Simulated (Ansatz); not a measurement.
**Run report: C$_{10}$H$_{21}$N$_{3}$O$_{2}$, molecular dynamics (part 3 of 3)**

The same run, continued: C$_{10}$H$_{21}$N$_{3}$O$_{2}$ (disordered cell, 36 atoms in the cell); DFT r2SCAN-D3(BJ), scalar-relativistic, plane waves, PAW, no spin polarisation (Ansatz 0.2.0); cutoff 500 eV, 1×1×1 k-mesh, Fermi–Dirac smearing of 0.02 eV. It belongs to a series of runs on one base structure; here: dynamics from the start.

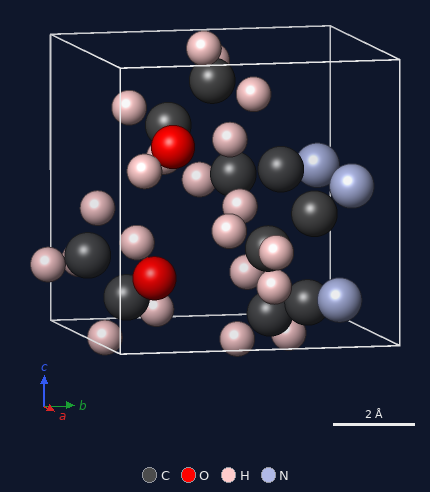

*The geometry at step 48 of the log (spheres-only view of the cell of the calculation, seen slightly off an axis).*

Trajectory as extended XYZ, continued
```
36
Lattice="7.1400 0.0000 0.0000 0.0000 7.1400 0.0000 0.0000 0.0000 7.1400" Properties=species:S:1:pos:R:3:forces:R:3 step=16 time_fs=12.0 energy=-5143.56813 temperature=493.5
C     5.9777    2.6656    6.4557    0.6480   1.0183   0.3704
C     6.2003    1.5479    5.5346   -3.1492  -0.8308  -2.0096
O     7.4754    1.1864    5.2174    1.7045   2.2208   1.1382
H     7.4217    0.3630    4.7865   -0.0031  -1.8413  -0.9096
H     5.6426    0.6779    5.8964   -0.0884  -0.0862  -0.0377
H     5.6265    1.8925    4.5936    0.6044  -0.7060   0.5708
H     4.9506    3.0064    6.3684   -0.2291  -0.3571   0.3294
H     6.1834    2.3968    7.4915    0.1439   0.3462  -0.0535
H     6.5395    3.5149    6.0605    0.4379   0.2467   0.6197
C     1.3988    0.5332    1.6931   -0.7739   1.2067  -1.0981
C     2.3336    1.3469    0.7700   -0.2016   0.6403  -0.5956
O     3.5246    1.7675    1.4754   -0.2218  -0.4330  -0.2688
H     4.0211    0.9566    1.6741   -0.0604   0.2808  -0.1075
H     2.5960    0.9589   -0.2613   -0.3008  -0.2041   1.2136
H     1.7850    2.2887    0.5324    0.3709  -0.5760   0.2294
H     0.3573    0.5032    1.1944    1.4697   0.0452   1.0910
H     1.7087   -0.4808    1.8928    0.1990  -0.1330   0.0331
H     1.4485    1.1098    2.6492   -0.6224  -0.6980  -0.6013
C     3.6630    3.8637    3.8714   -1.5208   0.4884  -1.6937
C     3.0610    5.1630    4.0629   -0.8019   2.8260   0.8863
N     2.5479    6.1939    4.3276    1.3604  -2.6809  -0.7260
H     4.0620    3.6810    2.8708    0.2213   0.4018   0.0854
H     4.3574    3.6248    4.6110    1.1286  -0.2611   1.1228
H     2.8330    3.1807    3.8876   -0.3009  -0.7799   0.4163
C    -0.1355    3.9060    2.4619    0.5617   2.7688  -1.2237
C    -0.4404    5.0187    3.3576    0.2661  -1.3651  -1.1751
N    -0.5667    5.9148    4.0489   -0.3926   1.0696   0.9305
H    -0.4081    4.2598    1.3888    0.6097  -0.7922   1.7633
H     0.9465    3.7593    2.6073   -0.4179  -0.3378  -0.4406
H    -0.6793    3.0600    2.7455   -0.7004  -1.4268   0.2424
C     2.7162    4.9046    7.4103    1.8154  -1.4472   1.9542
C     3.9712    5.5726    7.7310    2.2548   1.7882  -0.0841
N     4.9913    6.1487    7.9092   -2.8477  -1.6572  -0.2670
H     2.9616    4.0368    6.8488    0.4531  -0.8147  -0.8914
H     2.3519    4.4043    8.3221   -0.3654   0.8319  -0.3266
H     2.0551    5.4574    6.8270   -1.2509   1.2487  -0.4871
36
Lattice="7.1400 0.0000 0.0000 0.0000 7.1400 0.0000 0.0000 0.0000 7.1400" Properties=species:S:1:pos:R:3:forces:R:3 step=32 time_fs=24.0 energy=-5142.98456 temperature=527.4
C     5.9892    2.6796    6.5326   -0.3191  -0.6654  -0.7221
C     6.1035    1.4860    5.5607    1.8597   1.5040  -0.8969
O     7.4992    1.1949    5.1582   -1.4409   0.6730   0.8897
H     7.3732    0.3690    4.6734    0.3372  -0.2580  -0.0745
H     5.6913    0.6630    6.1170   -0.3850  -0.6679  -0.3506
H     5.5870    1.7409    4.5868   -0.0846  -0.5169   1.1246
H     4.9020    2.7703    6.6017    0.0775   0.7173   0.0964
H     6.2589    2.4208    7.5370    0.3823  -0.5649   0.4160
H     6.5255    3.6053    6.2975   -0.3593  -0.1184  -0.4931
C     1.3572    0.5465    1.6893   -1.9004   1.9130   1.8775
C     2.2554    1.3586    0.8109    1.2366  -0.0298  -1.4906
O     3.4836    1.7847    1.4644   -0.9655   1.4533  -0.8280
H     3.7753    1.1334    2.0679    0.3352  -1.3374   0.8268
H     2.6131    0.7685   -0.0866   -0.7938   0.7061   0.5541
H     1.7783    2.3097    0.4616    0.2888  -1.0090   0.1930
H     0.2253    0.6764    1.4420    2.0444  -0.4233   0.2218
H     1.5996   -0.4970    1.7633    0.0660  -0.2738  -0.0507
H     1.5043    0.9894    2.7511   -0.5119  -0.8639  -1.4908
C     3.6199    3.8126    3.9051    0.0619   0.5338  -0.9038
C     3.0911    5.1283    4.0250   -2.6302   3.4722   0.1123
N     2.5362    6.1706    4.1385    2.0015  -3.0014  -0.1877
H     4.3481    3.7572    3.1130    0.1154  -0.1074  -0.2891
H     4.0729    3.6076    4.8106    1.4074  -0.5623   1.8346
H     2.8950    3.0404    3.7886   -0.8504  -0.3781  -0.3876
C    -0.1612    3.9554    2.5033   -1.4134  -0.7188  -2.3683
C    -0.5177    5.0322    3.3366    0.8163   0.3542  -0.1734
N    -0.5533    5.9704    3.9881   -0.6767   0.6204   0.6490
H    -0.5123    4.1040    1.4218    0.5978   0.2317   1.5243
H     0.8812    3.7434    2.5212    0.8590  -0.0142   0.1536
H    -0.6683    3.0566    2.7933   -0.1910  -0.6564   0.3655
C     2.8601    4.8445    7.4837   -1.3111   0.3100   3.9690
C     4.0146    5.5984    7.8075    1.4941  -0.1678   0.7642
N     5.0499    6.0916    7.9641   -0.4862   0.1274   0.0633
H     3.1178    4.1450    6.7991    0.4192  -2.4597  -1.8376
H     2.1530    4.4900    8.3269    2.0473   0.0781  -0.9832
H     2.2258    5.5266    7.0900   -2.1279   2.1004  -2.1080
36
Lattice="7.1400 0.0000 0.0000 0.0000 7.1400 0.0000 0.0000 0.0000 7.1400" Properties=species:S:1:pos:R:3:forces:R:3 step=48 time_fs=36.0 energy=-5142.76779 temperature=665.7
C     6.0352    2.6221    6.6227   -0.0943  -0.0838  -2.2349
C     6.1011    1.4820    5.5499   -1.5565   0.4396  -0.5840
O     7.4390    1.2695    5.1688    0.2529   1.6719   0.4844
H     7.5318    0.5175    4.5928   -0.5024  -0.8183  -0.2140
H     5.6821    0.5886    5.9623   -0.0051  -0.7387   0.8691
H     5.3316    1.5654    4.6616    1.5406   0.7019   0.9299
H     5.0651    2.8646    7.0043   -0.9604  -0.1692  -0.3442
H     6.5030    2.2926    7.4914    1.2416  -0.7373   1.2504
H     6.4937    3.5657    6.3061    0.1130  -0.2067  -0.2179
C     1.2955    0.6284    1.7538    0.2567  -1.0304   1.5646
C     2.2309    1.3856    0.7948   -0.7581   0.0005  -0.3519
O     3.4931    1.7812    1.4095   -1.1424  -1.1871   0.8745
H     3.4468    1.3466    2.3059    0.3759   0.5112  -1.4299
H     2.2794    0.8200   -0.1869    0.8493   0.0823   1.1654
H     1.7472    2.2676    0.4176   -0.2387   0.8961   0.1999
H     0.1959    0.6840    1.5249    1.1445   0.2313   0.0907
H     1.5562   -0.4546    1.5886   -0.4345   0.9503   0.7287
H     1.4592    0.8368    2.9482   -0.3126  -0.1913  -3.2150
C     3.5783    3.7743    3.9648    0.7268   2.1370  -0.4433
C     3.0415    5.1234    3.9795   -1.3554   2.2546   0.1243
N     2.5311    6.1838    3.9846    1.5334  -2.4851   0.3000
H     4.3824    3.7439    3.2496   -0.0086  -0.2283  -0.5618
H     4.0430    3.5713    4.8833    0.4446  -0.4171   1.4256
H     2.8096    3.1038    3.7537   -1.1216  -1.3447  -0.3506
C    -0.2968    3.8512    2.4871   -0.5672   2.2757   0.3428
C    -0.5085    5.0832    3.2944   -0.0187   0.2635   0.7945
N    -0.5232    6.0421    3.9569   -0.2874  -1.5389  -1.0759
H    -0.6515    4.0934    1.4810    0.1601  -0.2812   0.1832
H     0.7654    3.7911    2.5116    0.8901  -0.6822  -0.3076
H    -0.7655    2.9726    2.8919   -0.0860  -0.2790   0.2394
C     2.9097    4.8778    7.5155    1.6036  -2.7688   3.7548
C     4.1515    5.5271    7.9136    0.0467   0.2328  -1.0727
N     5.1429    6.0997    8.0721   -0.2519  -0.2092   0.2493
H     3.1007    3.9953    6.9224    0.4384  -0.2482  -0.2057
H     2.5136    4.3939    8.5120   -0.0203   1.3356  -2.1663
H     2.3376    5.4972    6.9335   -1.8959   1.6613  -0.7959
36
Lattice="7.1400 0.0000 0.0000 0.0000 7.1400 0.0000 0.0000 0.0000 7.1400" Properties=species:S:1:pos:R:3:forces:R:3 step=64 time_fs=48.0 energy=-5142.83020 temperature=771.0
C     6.1226    2.5053    6.7091   -0.1998   0.3089  -2.2635
C     6.0307    1.4346    5.6084    1.1495   3.0575  -0.6198
O     7.3820    1.3603    5.1538   -0.2536  -1.3190  -0.6323
H     7.3555    0.4941    4.6835    0.6016   0.5345   0.0119
H     5.6803    0.4815    5.8952   -0.6043  -0.9328   0.5364
H     5.4218    1.8833    4.7788   -0.0693  -0.7275   0.4622
H     5.1032    2.7008    7.0424    0.4488   0.2405   0.7245
H     6.8604    2.1521    7.3928   -0.2661  -0.1533   0.9644
H     6.6273    3.3935    6.2055   -0.9554  -0.7052   0.5995
C     1.2524    0.6504    1.7658   -0.6158   0.1674   2.2082
C     2.1283    1.4284    0.8402    2.7330  -2.9786  -0.4341
O     3.4425    1.7702    1.3562   -0.2360   0.5875  -0.0290
H     3.4908    1.6420    2.3012   -0.2686  -0.3206   0.3025
H     2.4722    0.7779   -0.0254   -1.1743   1.0017   0.3441
H     1.6308    2.3008    0.5478   -0.5409   1.3115  -0.7656
H     0.2077    0.8202    1.4236    0.5894  -0.8345   0.2901
H     1.4908   -0.4627    1.9998   -0.4361   2.3323  -0.7804
H     1.2890    1.2128    2.7936   -0.0950  -1.1674  -1.4810
C     3.5340    3.8031    4.0200    0.0110  -0.5244   0.0436
C     2.9110    5.0833    3.8801    0.8510   1.0909   0.2002
N     2.5627    6.1837    3.8368    0.0405  -0.5077   0.2815
H     4.2748    3.5680    3.2515   -0.2184   0.4217  -0.0044
H     4.0103    3.6877    4.9973   -0.0901   0.1428  -0.1138
H     2.7463    3.0767    3.9299   -0.2675  -0.7265   0.1961
C    -0.3748    3.8858    2.5706    0.5328  -1.0508   3.1297
C    -0.4665    5.1218    3.3290    0.3814  -0.0861  -0.5534
N    -0.4665    6.1376    3.8746   -0.3115  -0.7027   0.0230
H    -0.7027    3.8921    1.6025   -1.3335   0.4878  -2.1998
H     0.5977    3.4490    2.5200    1.4080   0.5008   0.0535
H    -0.7833    3.0305    3.1379   -0.6204   0.4847  -0.1844
C     2.9675    4.8853    7.5654    0.2338  -1.2516   2.1135
C     4.2502    5.5033    7.9580    1.0611   1.6811   0.1907
N     5.2186    6.1396    8.1854   -2.3801  -1.8195  -0.6354
H     3.1603    3.9309    7.0492   -0.2243   0.3898   0.3012
H     2.2488    4.6991    8.4456    1.5487   0.0541  -1.0509
H     2.4024    5.5421    6.9740   -0.4299   1.0125  -1.2292
36
Lattice="7.1400 0.0000 0.0000 0.0000 7.1400 0.0000 0.0000 0.0000 7.1400" Properties=species:S:1:pos:R:3:forces:R:3 step=80 time_fs=60.0 energy=-5142.18289 temperature=755.9
C     6.1926    2.3912    6.7525    0.8627   1.2389   3.4020
C     6.0351    1.4284    5.6711    0.2090  -0.4395  -1.0718
O     7.3437    1.4271    5.1066    0.7997  -0.7441  -1.1661
H     7.5462    0.6187    4.5515   -1.0693   0.9189   0.8420
H     5.7256    0.4146    5.8998   -0.0673  -0.0874   0.4571
H     5.2604    1.8597    5.0175    0.1373  -0.3229  -0.6377
H     5.3334    2.6858    7.3724   -0.4586  -0.2668  -0.8607
H     6.8425    1.9675    7.6192   -0.6183   1.0583  -2.0244
H     6.6065    3.3270    6.2700   -0.0616  -0.8422   0.9062
C     1.1745    0.7418    1.8186    1.7674  -1.0816   1.7374
C     2.0991    1.3941    0.8567    0.4284  -0.3161  -1.2506
O     3.3722    1.8703    1.3563   -0.4255  -0.5988  -0.6151
H     3.3782    1.5596    2.2402    0.5296  -0.6712   1.3536
H     2.1534    0.8329   -0.0824    0.8345  -0.6201   0.1724
H     1.7404    2.2711    0.4738   -1.7806   2.3851  -0.8443
H     0.1640    0.5055    1.4332    0.7251   0.2090   0.3586
H     1.7193   -0.2389    2.1552   -1.5360   1.8989  -0.6494
H     1.1894    1.4184    2.7370   -0.6526  -1.0514  -0.8382
C     3.4197    3.7475    4.1034   -0.2665   0.9944   1.1174
C     2.8620    5.0925    3.8092    0.2552  -1.6474   0.6843
N     2.5662    6.1974    3.7012    0.3215   0.0621   0.4558
H     4.0108    3.4550    3.2530    0.2216  -0.3233  -0.1949
H     4.0694    3.9757    4.9769    0.0245  -0.4470  -0.5829
H     2.7401    2.9222    4.4423    0.1081   1.0135  -0.5768
C    -0.3558    3.8422    2.7248    1.5704   1.1141   1.7531
C    -0.3718    5.1280    3.3587   -0.2610   2.2922   1.2324
N    -0.3833    6.2039    3.8064   -0.1220  -1.9600  -0.4665
H    -0.9108    4.0099    1.8917   -1.3719   0.1895  -2.9467
H     0.7068    3.7057    2.4599   -0.6408  -1.0364   0.2454
H    -0.9326    3.1664    3.3258    0.7293  -1.0199   0.3976
C     3.0233    4.9436    7.6252    2.2289  -1.5470  -3.9084
C     4.2906    5.5260    7.9652    0.0070   0.7961   1.2050
N     5.1846    6.1870    8.2896   -0.1050  -0.5112  -0.4817
H     3.2133    3.9267    7.1427   -0.1326   0.9961   0.8547
H     2.3265    4.7792    8.3739   -1.2140   0.3475   1.3100
H     2.7629    5.5385    6.7350   -0.9765   0.0201   0.6312
```
